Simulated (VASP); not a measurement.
Band structure of GdMnSi (space group P4/nmm). These are PBEsol GGA, VASP's PBE PAW potentials (set 64) (plane waves; VASP) values and carry that method's errors.

The 4f electrons are frozen in the core of the lanthanide potential, so 4f levels, which can set the real gap, and their magnetism are missing.  The run has a spin-polarised start.

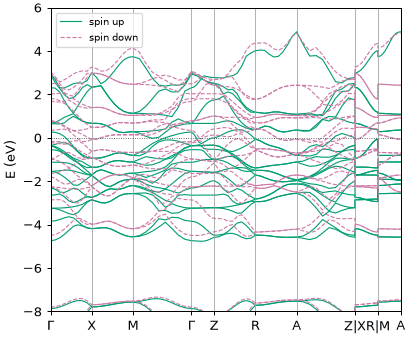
*Bands along high-symmetry lines, zero at the valence-band maximum or, without a gap, the Fermi level*

Read the plot: is there a gap, and where are the band edges?

It has no gap at this level: it comes out as a metal or semimetal. (Edges off the drawn lines would not show.)

The structure comes from a computed database's GdMnSi entry (P4/nmm); how it stands against other phases isn't given here. It was relaxed first, which changed the volume by -9 %.
